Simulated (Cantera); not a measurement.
Charge: 1 mol trisilylamine, 0.38 mol N2, at 1.10 mbar.

Method: chemical equilibrium by Gibbs-energy minimisation in Cantera with the NASA 1993 tables (ideal gas, pure condensed phases). Candidate condensed phases: Si, Si3N4; 18 gas species. The feed counts by its element totals alone. Mutual solubility and eutectic melting of coexisting phases are not modelled. Gases not in the tables: Si2H6 and higher silanes. The numbers say what is thermodynamically allowed, not how fast it happens.

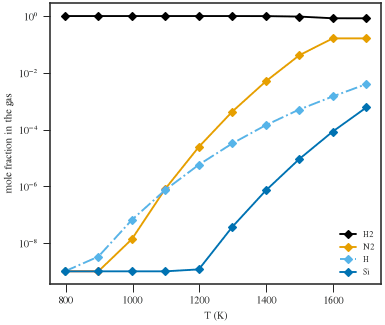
Fig. 1. Equilibrium gas composition (values under 1e-9 drawn at 1e-9)

Question: Read off the mole fractions at 1498 K.

Answer: H2 about 0.96, N2 about 0.041, H about 0.00051, Si about 9.1e-6.
